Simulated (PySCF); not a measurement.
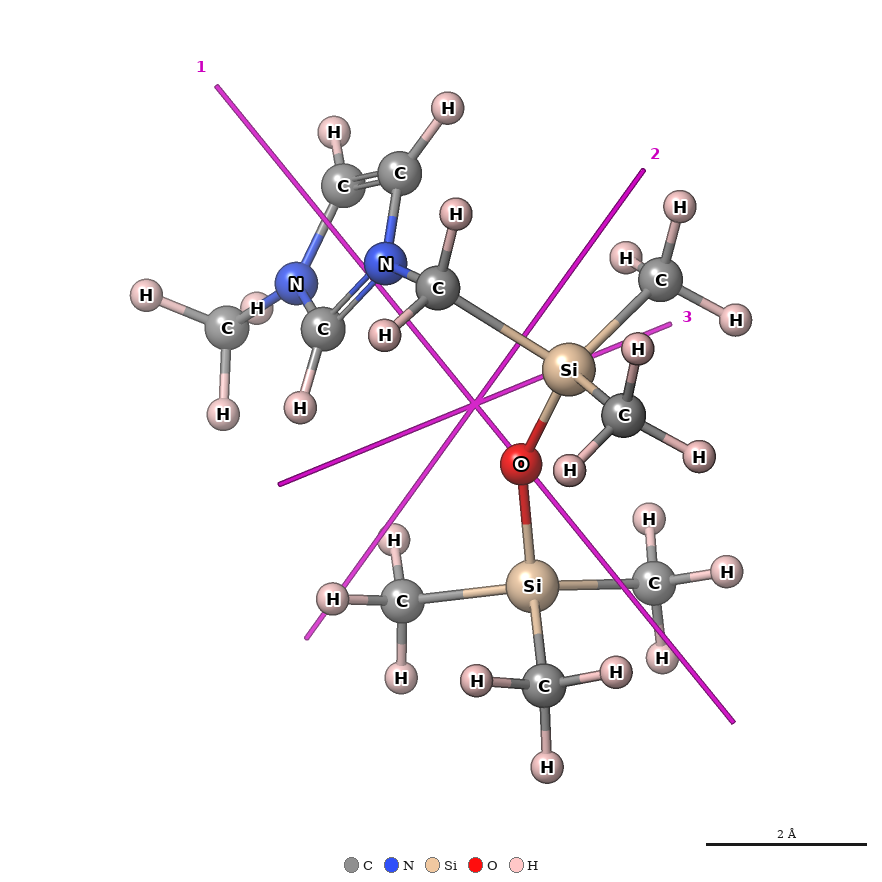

The three principal axes of inertia are drawn and numbered. Atoms fade into the background with distance from the viewer. State: charge +1, singlet. Computed geometry: GFN2-xTB optimisation. No frequency run is at hand to confirm it as a minimum. Masses are those of the most abundant isotopes; constants are for the rigid equilibrium geometry.

Question: Which line is the a axis (least moment of inertia), which b and which c?

Answer: a is line 1, b is line 2, c is line 3; the moments are 854, 1375, 1838 u Å².

Question: What kind of rotor is it, and what are its rotational constants in cm⁻¹?

Answer: An asymmetric top (C1): A = 0.0197, B = 0.0123, C = 0.00917 cm⁻¹. Ray's parameter κ is −0.42, nearer the prolate limit.
